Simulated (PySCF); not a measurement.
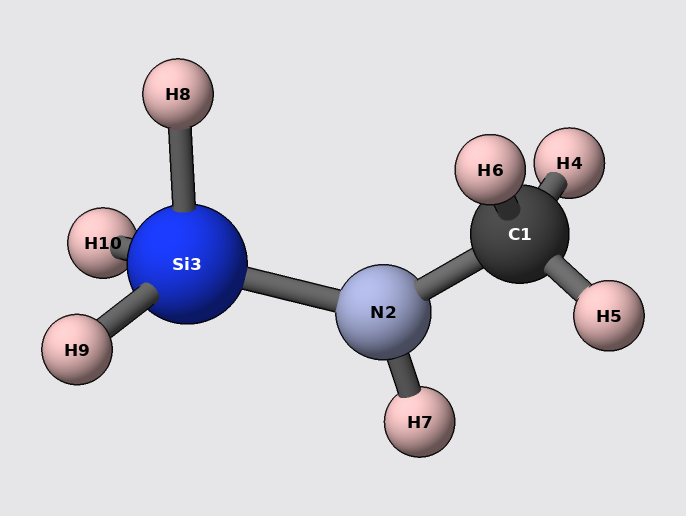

Geometry: a frame of a GFN2-xTB molecular-dynamics simulation, not a minimum. Method: GIAO PBE0/pcSseg-1 NMR shielding, non-relativistic, gas phase (PySCF 2.14.0). Principal shieldings σ11 ≤ σ22 ≤ σ33, span Ω = σ33 − σ11, skew κ = 3(σiso − σ22)/Ω.

Give the shielding tensors of the Si atoms.

| atom | σ11 | σ22 | σ33 | σiso | Ω | κ |
| --- | --- | --- | --- | --- | --- | --- |
| Si3 | 356.1 | 385.5 | 510.6 | 417.4 | 154.4 | 0.62 |

Shieldings and span in ppm.
